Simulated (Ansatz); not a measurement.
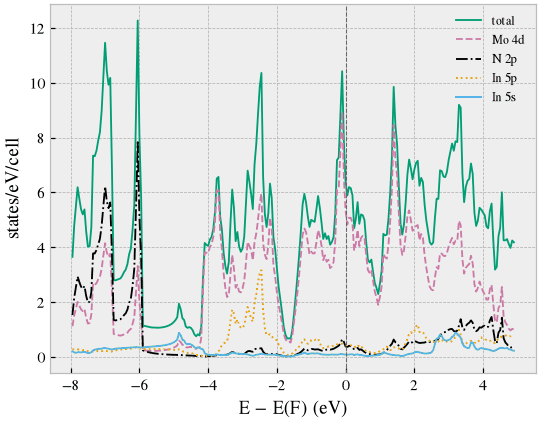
Figure: Total and projected density of states of InMo₂N in space group P6_3/mmc (No. 194; In on 2d, Mo on 4f, N on 2a), DFT-PBEsol in the program Ansatz with PAW potentials

Problem. Which orbitals carry the states next to the Fermi level?

Solution. Within 0.5 eV of the Fermi level: Mo 4d 83 %, In 5p 7 %, N 2p 6 %. Projections are on Löwdin-orthogonalised atomic valence shells; empty p or d shells of many metals are not among them.

Problem. Where is the tallest occupied peak in this window, and what makes it?

Solution. Near -6.0 eV, about 12 states/eV per cell; the largest projected share is N 2p.

The start of the workflow was typed in or built on a structure type; neither database checked (COD, Materials Project) lists it. Its standing as an ambient phase is unchecked. Symmetry was held in the PBEsol relaxation. At this level the phase is mechanically unstable. The workflow began spin-polarised and lost its moments. Scalar-relativistic: spin–orbit coupling is off unless named, which matters more the heavier the elements.

Potentials: the later of the program's two PAW sets.
